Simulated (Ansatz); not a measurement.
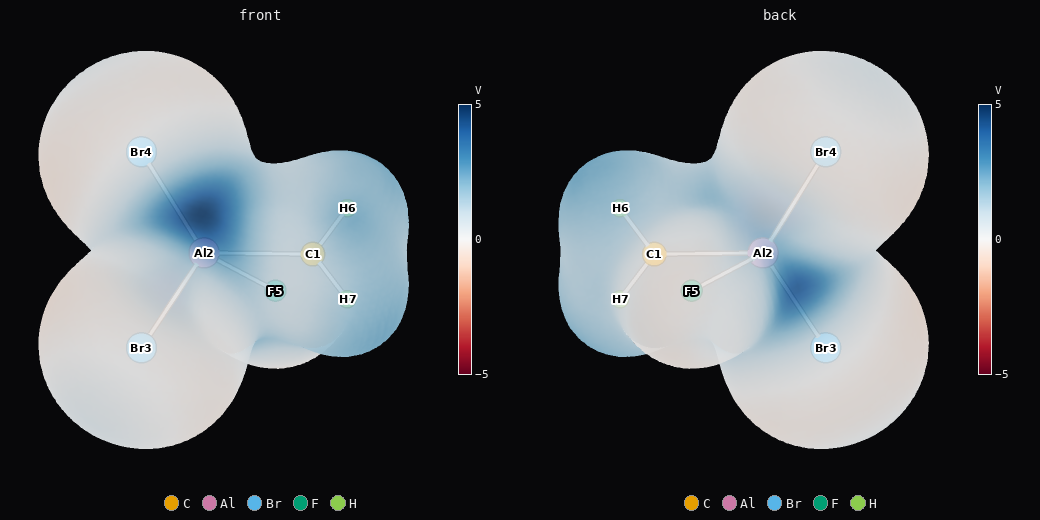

Figure 1: CH₂AlBr₂F. The electrostatic potential painted on the density surface at 0.004 e/bohr³, seen from the front and from behind; the colour scale runs from red (negative) to blue (positive).

Geometry: BLYP-D3(BJ)/def2-SVP.

Method: isolated molecule in a Gaussian basis; Kohn-Sham density functional theory, functional PBE0 (Ansatz 0.2.0).

```tsv
atom	x (Å)	y (Å)	z (Å)
C	-0.0287	-0.8988	-1.6167
Al	-0.4018	-0.6376	0.2799
Br	-2.4850	-0.0185	0.9410
Br	1.1944	-1.1331	1.8184
F	0.2934	0.5687	-1.1031
H	0.9344	-1.2700	-2.0093
H	-0.7752	-0.7519	-2.4172
```

### Describe the electrostatic potential map.

The most negative region (about −0.4 V) lies over Br3 and Br4, the most positive (about +4.4 V) over Al2. Br3 shows a σ-hole: about +0.4 V at the tip opposite its bond, against about −0.2 V on its flanks. Br4 shows a σ-hole: about +0.4 V at the tip opposite its bond, against about −0.2 V on its flanks.
